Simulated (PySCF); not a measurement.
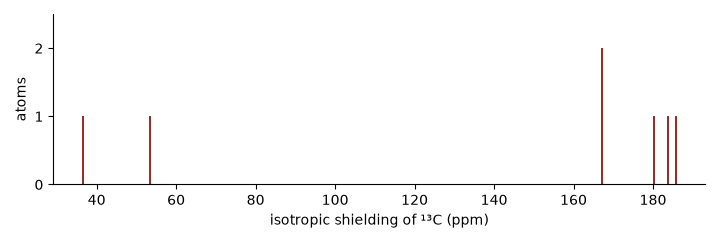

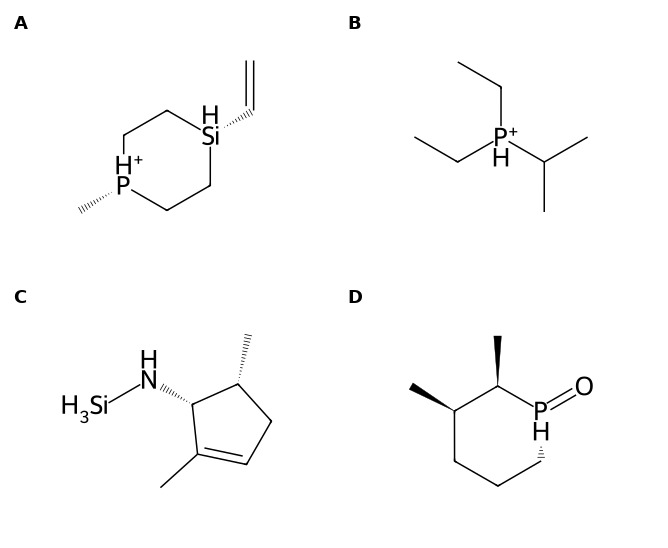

The sticks are computed shieldings of one of the molecules, for one fixed geometry (GFN2-xTB) without averaging over rotations. Low shielding means a high chemical shift. Method: GIAO PBE0/pcSseg-1 NMR shielding, non-relativistic, gas phase (PySCF 2.14.0).

Question: Which molecule gives this pattern?

Answer: A, `C=C[Si@H]1CC[P@@H+](C)CC1`. Its 7 C atoms give lines at 36.5, 53.5, 167.2 (2 atoms), 180.2, 183.7, 185.7 ppm.

The geometry is semi-empirical. Around P, Si such bond lengths and angles can be off by a tenth of an ångström or more and by several degrees, and values that hang on the shape move with them.
